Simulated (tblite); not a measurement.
**C6H14AlP: geometry relaxation (part 4 of 4)**

Continued. System: C6H14AlP. Method: GFN2-xTB geometry optimisation, gas phase (tblite 0.8.0). It belongs to a series of runs on one base structure; here: phosphine turned into its AlH3 adduct.

Geometry of the input (Å):
```
C  2.9939  0.5155  0.5295
C  1.5690  0.1959  0.1344
C  0.5922  1.0570  0.3214
P  -0.9790  0.4175  -0.1869
C  -1.7360  1.4136  -1.4764
Al -2.3575  0.0926  1.6174
C  -0.2930  -1.1315  -0.8247
C  1.1948  -1.1556  -0.4042
H  3.6576  -0.3497  0.3327
H  3.0284  0.7621  1.6169
H  3.3407  1.3867  -0.0606
H  0.7097  2.0507  0.7376
H  -2.6494  0.9064  -1.8519
H  -2.0072  2.4068  -1.0748
H  -1.0158  1.5570  -2.3132
H  -1.9068  1.0680  2.8157
H  -2.2427  -1.4210  2.1080
H  -3.8590  0.4119  1.1975
H  -0.8422  -2.0015  -0.3957
H  -0.3777  -1.1394  -1.9220
H  1.3448  -1.9230  0.3819
H  1.8249  -1.4029  -1.2837
```

Trajectory as extended XYZ, continued
```
22
Properties=species:S:1:pos:R:3:forces:R:3 step=141 energy=-641.67439
C     3.0070    0.3792    0.3724   -0.0070   0.0120   0.0000
C     1.5404    0.2584    0.1331   -0.0040   0.0000   0.0100
C     0.6635    1.2605    0.1748    0.0040   0.0050   0.0070
P    -1.0415    0.7233   -0.0454   -0.0010  -0.0010   0.0000
C    -1.5995    1.5737   -1.5829   -0.0050   0.0010   0.0020
Al   -2.3870   -0.2061    1.8143    0.0010   0.0000   0.0150
C    -0.4749   -0.9281   -0.6425    0.0150  -0.0020   0.0050
C     0.9629   -1.1035   -0.1378    0.0020   0.0020  -0.0060
H     3.5635   -0.0046   -0.4816    0.0050  -0.0040  -0.0170
H     3.2904   -0.2124    1.2424   -0.0060   0.0000   0.0000
H     3.2914    1.4139    0.5443    0.0000  -0.0060   0.0020
H     0.9099    2.2830    0.4138    0.0080  -0.0060  -0.0040
H    -2.5433    1.1299   -1.8964    0.0010  -0.0010  -0.0030
H    -1.7667    2.6273   -1.3636    0.0070  -0.0110  -0.0030
H    -0.8576    1.4754   -2.3737    0.0030   0.0040   0.0090
H    -2.8162    1.0557    2.6328   -0.0080  -0.0090  -0.0090
H    -1.2220   -1.1092    2.3799   -0.0090   0.0050  -0.0010
H    -3.4150   -0.9180    0.8530    0.0000   0.0060  -0.0090
H    -1.1412   -1.7015   -0.2475    0.0020   0.0050   0.0090
H    -0.5177   -0.9582   -1.7342   -0.0050  -0.0070   0.0070
H     0.9663   -1.6675    0.7989    0.0030   0.0030  -0.0130
H     1.5770   -1.6542   -0.8551   -0.0060   0.0030  -0.0020
22
Properties=species:S:1:pos:R:3:forces:R:3 step=146 energy=-641.67471
C     3.0079    0.3793    0.3695    0.0110  -0.0140  -0.0040
C     1.5414    0.2606    0.1305    0.0070  -0.0060  -0.0050
C     0.6638    1.2617    0.1752    0.0040  -0.0050  -0.0040
P    -1.0411    0.7219   -0.0436    0.0030   0.0070   0.0100
C    -1.5992    1.5728   -1.5803    0.0020  -0.0050  -0.0020
Al   -2.3911   -0.2056    1.8164   -0.0120   0.0020  -0.0190
C    -0.4732   -0.9294   -0.6403   -0.0120   0.0020   0.0010
C     0.9655   -1.1018   -0.1405    0.0060  -0.0030   0.0030
H     3.5664   -0.0038   -0.4851   -0.0210   0.0120   0.0160
H     3.2854   -0.2165    1.2389    0.0120   0.0030  -0.0090
H     3.2953    1.4120    0.5469   -0.0020   0.0030  -0.0040
H     0.9124    2.2838    0.4122   -0.0030   0.0050   0.0040
H    -2.5429    1.1299   -1.8943   -0.0040  -0.0030  -0.0060
H    -1.7646    2.6261   -1.3611   -0.0050   0.0100   0.0080
H    -0.8569    1.4764   -2.3705    0.0090  -0.0090  -0.0020
H    -2.8292    1.0564    2.6275   -0.0020   0.0000   0.0040
H    -1.2268   -1.1062    2.3835    0.0010   0.0000   0.0070
H    -3.4167   -0.9175    0.8519    0.0050   0.0020  -0.0060
H    -1.1384   -1.7016   -0.2415    0.0040  -0.0010   0.0130
H    -0.5189   -0.9642   -1.7315   -0.0120   0.0050  -0.0020
H     0.9729   -1.6659    0.7954    0.0060  -0.0090   0.0010
H     1.5775   -1.6511   -0.8603    0.0050   0.0030  -0.0040
22
Properties=species:S:1:pos:R:3:forces:R:3 step=151 energy=-641.67570
C     3.0129    0.3779    0.3574   -0.0160   0.0180   0.0160
C     1.5445    0.2629    0.1276   -0.0070  -0.0020   0.0190
C     0.6679    1.2643    0.1832    0.0080   0.0000  -0.0070
P    -1.0395    0.7298   -0.0319    0.0040  -0.0110  -0.0070
C    -1.5911    1.5698   -1.5778    0.0030   0.0090   0.0130
Al   -2.4055   -0.2070    1.8092    0.0070   0.0210   0.0220
C    -0.4788   -0.9268   -0.6225    0.0170  -0.0030   0.0120
C     0.9677   -1.0993   -0.1413   -0.0010   0.0060  -0.0150
H     3.5624    0.0097   -0.5080    0.0060  -0.0040  -0.0050
H     3.2958   -0.2315    1.2149    0.0230  -0.0100  -0.0020
H     3.3026    1.4073    0.5501   -0.0060   0.0040  -0.0100
H     0.9194    2.2851    0.4236   -0.0040  -0.0010  -0.0030
H    -2.5334    1.1256   -1.8966    0.0280  -0.0030   0.0030
H    -1.7592    2.6246   -1.3651    0.0070  -0.0060  -0.0070
H    -0.8393    1.4673   -2.3591   -0.0220   0.0060  -0.0010
H    -2.8802    1.0476    2.6135    0.0150  -0.0120   0.0040
H    -1.2280   -1.0910    2.3857   -0.0290   0.0160   0.0010
H    -3.4140   -0.9254    0.8365   -0.0050  -0.0220  -0.0260
H    -1.1394   -1.6944   -0.2067    0.0040  -0.0020   0.0020
H    -0.5430   -0.9680   -1.7133    0.0030  -0.0110   0.0270
H     0.9942   -1.6693    0.7918   -0.0240   0.0090  -0.0250
H     1.5735   -1.6417   -0.8718   -0.0110  -0.0010  -0.0110
22
Properties=species:S:1:pos:R:3:forces:R:3 step=156 energy=-641.67710
C     3.0201    0.3788    0.3451    0.0070  -0.0090  -0.0180
C     1.5505    0.2629    0.1267    0.0070   0.0060  -0.0080
C     0.6755    1.2649    0.1910   -0.0110   0.0020   0.0160
P    -1.0345    0.7343   -0.0169   -0.0020   0.0190  -0.0050
C    -1.5807    1.5684   -1.5676    0.0090  -0.0010  -0.0140
Al   -2.4287   -0.2021    1.8006   -0.0300  -0.0150  -0.0370
C    -0.4826   -0.9280   -0.5967   -0.0050  -0.0060  -0.0110
C     0.9737   -1.0968   -0.1500    0.0050  -0.0030   0.0160
H     3.5617    0.0317   -0.5342    0.0020   0.0000  -0.0170
H     3.3186   -0.2504    1.1825    0.0080   0.0100   0.0160
H     3.3069    1.4055    0.5530    0.0040   0.0100   0.0130
H     0.9301    2.2834    0.4381   -0.0090  -0.0030  -0.0080
H    -2.5177    1.1217   -1.8954   -0.0120  -0.0150   0.0270
H    -1.7518    2.6238   -1.3626    0.0070   0.0030   0.0030
H    -0.8268    1.4625   -2.3455    0.0160   0.0130  -0.0100
H    -2.9468    1.0383    2.5903    0.0040   0.0270   0.0270
H    -1.2475   -1.0612    2.3964   -0.0030  -0.0100   0.0210
H    -3.4071   -0.9389    0.8038    0.0170  -0.0060   0.0000
H    -1.1318   -1.6906   -0.1545   -0.0100   0.0000   0.0080
H    -0.5753   -0.9863   -1.6830   -0.0030  -0.0070  -0.0260
H     1.0168   -1.6749    0.7760    0.0100  -0.0270   0.0060
H     1.5671   -1.6299   -0.8978   -0.0120   0.0120   0.0020
22
Properties=species:S:1:pos:R:3:forces:R:3 step=160 energy=-641.67818
C     3.0275    0.3807    0.3326   -0.0200   0.0160   0.0000
C     1.5556    0.2623    0.1259   -0.0150  -0.0020   0.0090
C     0.6790    1.2624    0.2025    0.0080  -0.0010   0.0020
P    -1.0320    0.7363   -0.0067    0.0120  -0.0160  -0.0230
C    -1.5687    1.5658   -1.5625   -0.0050   0.0080  -0.0080
Al   -2.4539   -0.1967    1.7941    0.0230  -0.0070   0.0230
C    -0.4853   -0.9292   -0.5853    0.0140  -0.0120   0.0070
C     0.9776   -1.0968   -0.1544   -0.0060  -0.0020  -0.0040
H     3.5620    0.0494   -0.5568    0.0050  -0.0050  -0.0150
H     3.3374   -0.2561    1.1600    0.0030  -0.0050   0.0070
H     3.3107    1.4062    0.5532    0.0030   0.0030  -0.0010
H     0.9331    2.2811    0.4481   -0.0010   0.0030   0.0020
H    -2.5045    1.1143   -1.8888   -0.0040   0.0060   0.0120
H    -1.7411    2.6215   -1.3599   -0.0050   0.0030  -0.0060
H    -0.8123    1.4599   -2.3383    0.0080   0.0020   0.0010
H    -2.9929    1.0387    2.5820    0.0000   0.0140  -0.0060
H    -1.2743   -1.0420    2.4172   -0.0130  -0.0060   0.0010
H    -3.4033   -0.9495    0.7857   -0.0100  -0.0040  -0.0180
H    -1.1292   -1.6870   -0.1266   -0.0020  -0.0010  -0.0040
H    -0.5924   -0.9989   -1.6709   -0.0020   0.0090   0.0230
H     1.0335   -1.6866    0.7642    0.0120  -0.0030  -0.0130
H     1.5630   -1.6185   -0.9164   -0.0060   0.0020   0.0100
22
Properties=species:S:1:pos:R:3:forces:R:3 step=165 energy=-641.67869
C     3.0317    0.3838    0.3249   -0.0020  -0.0010   0.0010
C     1.5590    0.2620    0.1268    0.0030   0.0020  -0.0100
C     0.6817    1.2604    0.2108   -0.0070  -0.0010   0.0020
P    -1.0283    0.7330   -0.0015   -0.0160   0.0090   0.0240
C    -1.5631    1.5629   -1.5576   -0.0010   0.0010   0.0080
Al   -2.4691   -0.1896    1.7910   -0.0230  -0.0080  -0.0230
C    -0.4838   -0.9351   -0.5734   -0.0020   0.0070   0.0040
C     0.9847   -1.0970   -0.1620    0.0070   0.0010   0.0040
H     3.5620    0.0572   -0.5691   -0.0020  -0.0060  -0.0070
H     3.3481   -0.2550    1.1481    0.0090  -0.0140   0.0110
H     3.3160    1.4082    0.5480   -0.0090   0.0160  -0.0010
H     0.9339    2.2782    0.4629    0.0010  -0.0050  -0.0050
H    -2.4986    1.1097   -1.8818    0.0000   0.0000  -0.0080
H    -1.7390    2.6179   -1.3549    0.0030   0.0060  -0.0020
H    -0.8043    1.4592   -2.3312   -0.0050  -0.0020  -0.0070
H    -3.0211    1.0447    2.5716    0.0080   0.0130  -0.0060
H    -1.3023   -1.0370    2.4271    0.0100  -0.0180   0.0130
H    -3.4087   -0.9401    0.7651    0.0120   0.0090   0.0060
H    -1.1220   -1.6893   -0.1013    0.0010  -0.0040   0.0080
H    -0.6093   -1.0125   -1.6556    0.0090   0.0020  -0.0100
H     1.0568   -1.6985    0.7474    0.0080  -0.0040   0.0040
H     1.5650   -1.6056   -0.9361   -0.0010  -0.0020  -0.0070
22
Properties=species:S:1:pos:R:3:forces:R:3 step=170 energy=-641.67928
C     3.0343    0.3890    0.3225    0.0050  -0.0050  -0.0090
C     1.5621    0.2613    0.1248   -0.0030  -0.0030   0.0050
C     0.6808    1.2555    0.2163    0.0000  -0.0040   0.0030
P    -1.0278    0.7259    0.0053   -0.0010  -0.0030  -0.0070
C    -1.5599    1.5601   -1.5502   -0.0050  -0.0030  -0.0010
Al   -2.4854   -0.1847    1.7890    0.0170   0.0070   0.0110
C    -0.4801   -0.9423   -0.5670   -0.0100   0.0050  -0.0010
C     0.9943   -1.0989   -0.1716   -0.0140   0.0020   0.0020
H     3.5634    0.0546   -0.5694    0.0080  -0.0020  -0.0010
H     3.3529   -0.2425    1.1513    0.0020   0.0100  -0.0040
H     3.3152    1.4173    0.5341   -0.0070  -0.0100   0.0060
H     0.9295    2.2734    0.4705    0.0080   0.0030   0.0030
H    -2.4937    1.1070   -1.8793   -0.0030  -0.0020  -0.0020
H    -1.7385    2.6144   -1.3451    0.0050  -0.0010   0.0050
H    -0.8000    1.4612   -2.3238   -0.0030  -0.0070   0.0060
H    -3.0178    1.0635    2.5647    0.0050  -0.0020  -0.0110
H    -1.3387   -1.0548    2.4374   -0.0090  -0.0020  -0.0020
H    -3.4232   -0.9152    0.7518   -0.0100  -0.0090  -0.0090
H    -1.1107   -1.6977   -0.0855    0.0080   0.0090  -0.0030
H    -0.6167   -1.0233   -1.6480    0.0050   0.0010   0.0060
H     1.0801   -1.7116    0.7293    0.0080   0.0070   0.0020
H     1.5697   -1.5949   -0.9578   -0.0060   0.0080   0.0020
22
Properties=species:S:1:pos:R:3:forces:R:3 step=175 energy=-641.67955
C     3.0398    0.3897    0.3190   -0.0020   0.0040   0.0030
C     1.5672    0.2605    0.1236   -0.0010   0.0060  -0.0020
C     0.6859    1.2541    0.2221    0.0030   0.0040   0.0010
P    -1.0239    0.7262    0.0136    0.0060   0.0010   0.0040
C    -1.5601    1.5543   -1.5431    0.0010  -0.0020   0.0020
Al   -2.4991   -0.1781    1.7836   -0.0050  -0.0030  -0.0070
C    -0.4795   -0.9430   -0.5567    0.0030  -0.0020   0.0010
C     1.0002   -1.0977   -0.1811    0.0030   0.0040  -0.0020
H     3.5701    0.0588   -0.5735    0.0000  -0.0010  -0.0010
H     3.3611   -0.2412    1.1470    0.0010  -0.0040  -0.0010
H     3.3175    1.4180    0.5345   -0.0010  -0.0020  -0.0030
H     0.9370    2.2704    0.4808    0.0000   0.0000   0.0020
H    -2.4934    1.0974   -1.8687   -0.0050   0.0070   0.0040
H    -1.7387    2.6092   -1.3406   -0.0010  -0.0040  -0.0040
H    -0.8017    1.4524   -2.3174    0.0030  -0.0010   0.0000
H    -3.0361    1.0752    2.5479    0.0070  -0.0040  -0.0050
H    -1.3663   -1.0555    2.4445   -0.0040  -0.0010   0.0030
H    -3.4290   -0.9055    0.7335    0.0030   0.0000   0.0040
H    -1.1021   -1.6963   -0.0628   -0.0070  -0.0020   0.0020
H    -0.6306   -1.0300   -1.6349    0.0010  -0.0020  -0.0010
H     1.1039   -1.7221    0.7099   -0.0030   0.0040   0.0010
H     1.5671   -1.5793   -0.9822   -0.0010   0.0000   0.0010
```

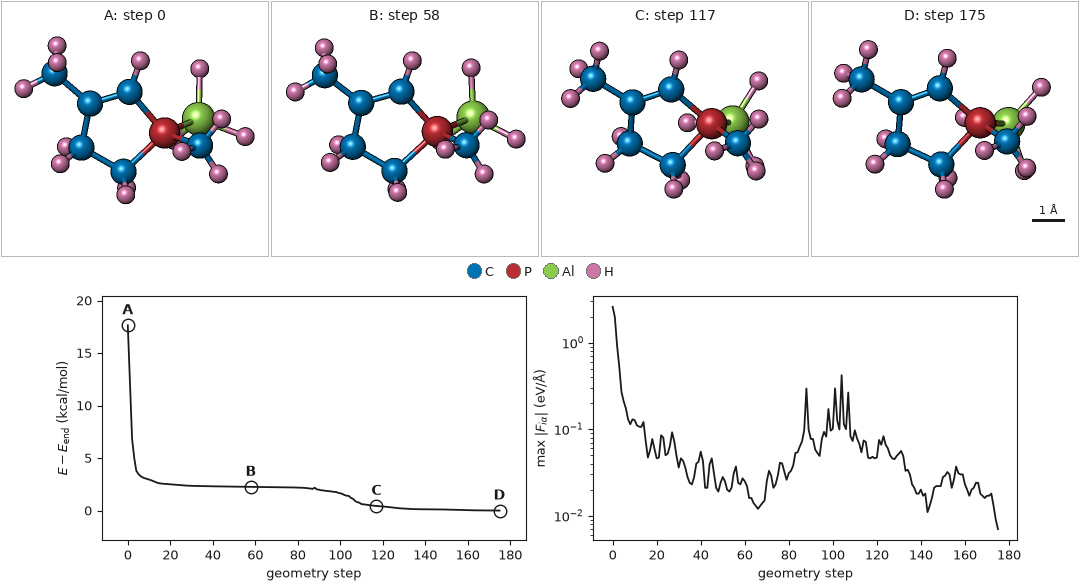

**Figure 1.** Frames of the relaxation (ball-and-stick view, seen at a tilt) above the curves, on which the letters mark them (steps are counted from 0).

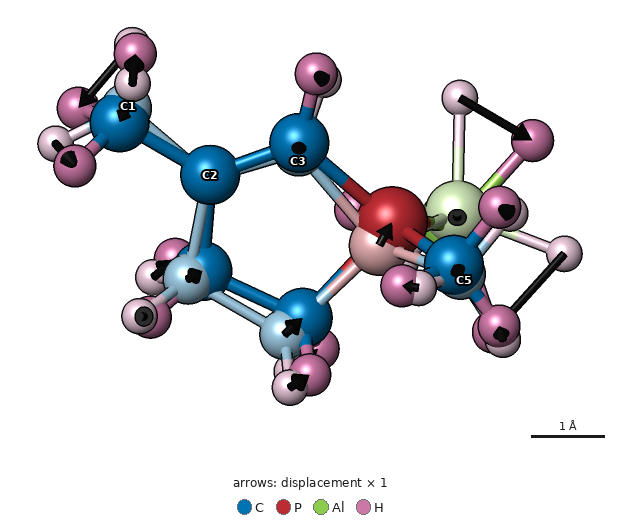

**Figure 2.** Start (faint) and end (solid) with the displacements as black arrows, at true length (ball-and-stick view, seen at a tilt). The two geometries are laid on each other by the best rigid fit. The atom that moves furthest after the best rigid fit is H18 (1.48 Å). By element the largest moves are H 1.48 Å, P 0.37 Å, C 0.37 Å, Al 0.36 Å. Distances before and after: P4–Al6 2.294 → 2.475 Å, Al6–H16 1.609 → 1.563 Å, P4–C5 1.797 → 1.843 Å, P4–C7 1.810 → 1.846 Å. Among the angles that change: Al6–P4–C7 112.6° → 93.8°, P4–Al6–H18 109.3° → 92.5°, P4–Al6–H17 109.5° → 94.3°. The energy falls by 17.6 kcal/mol in 175 geometry steps. Largest force component: 2.6 eV/Å at the start, 0.007 eV/Å at the end. (Atoms are counted from 1 in the order of the input.)

Summary

| quantity | value |
| --- | --- |
| outcome | converged |
| total energy | −641.6795 eV |
| peak memory | 0.18 GiB |
